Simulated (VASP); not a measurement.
Band structure of C (diamond). Level of theory: TPSS meta-GGA, VASP's PBE PAW potentials (set 64) (plane waves; VASP).

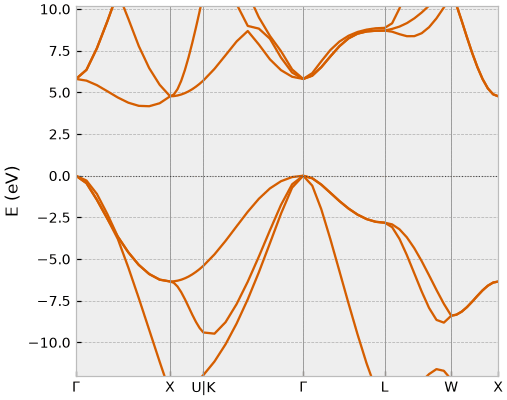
Figure: Bands along high-symmetry lines, zero at the valence-band maximum or, without a gap, the Fermi level

### Question
Read the plot: is there a gap, and where are the band edges?

### Answer
The gap is indirect, 4.16 eV, from the valence maximum at Γ to the conduction minimum at (0.36, 0.36, 0.00).

The compound is C in the diamond structure. It was relaxed first.
